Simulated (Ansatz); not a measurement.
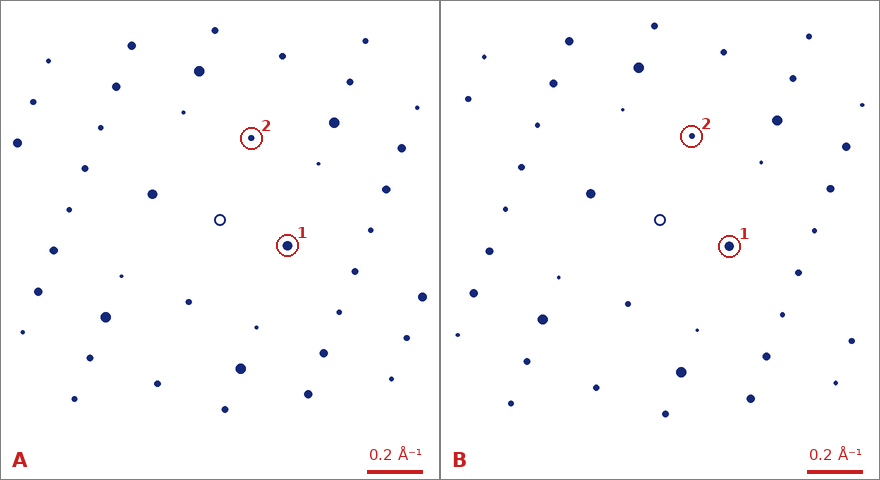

Kinematic electron diffraction patterns (200 kV, B = 0.5 Å², same scale) along [110] of the run's own cell, for the start and the end of one relaxation of Cs3O2 with Ansatz 0.2.0, DFT PBE, scalar-relativistic, plane waves, PAW. k mesh 6×6×6. The start is a generated model structure, and the relaxation ends in the nearest stationary point of its symmetry, not necessarily the ground state. Spot 1 is -1 1 0 and spot 2 is 0 0 2 in both.

Start structure:

```
CELL_PARAMETERS angstrom
3.65715 2.11146 6.65656
-3.65715 2.11146 6.65656
0.00000 -4.22291 6.65656
ATOMIC_POSITIONS crystal
Cs 0.05625 0.44375 0.75000
Cs 0.75000 0.05625 0.44375
Cs 0.44375 0.75000 0.05625
Cs 0.94375 0.55625 0.25000
Cs 0.25000 0.94375 0.55625
Cs 0.55625 0.25000 0.94375
O 0.85218 0.85218 0.85218
O 0.64782 0.64782 0.64782
O 0.14782 0.14782 0.14782
O 0.35218 0.35218 0.35218
```

> Which pattern belongs to the start structure, and which to the relaxed one?

B is the start: its cell gives d(1) = 3.657 Å, d(2) = 3.019 Å and an angle of 90.0°. A is the relaxed structure, with d(1) = 3.752 Å (+2.6 %), d(2) = 3.091 Å (+2.4 %) and 90.0°.

> Summarise the relaxation behind the change.

The volume changed by +5.7 % to 32.61 Å³ an atom; with the mean shift removed, the atoms moved by up to 0.02 Å relative to the cell (Cs most); the space group stayed R-3c (No. 167); the free energy fell by 7.2 meV an atom. Relaxed cell: a = 7.968 Å, b = 7.968 Å, c = 7.968 Å, α = 56.18°, β = 56.18°, γ = 56.18°.
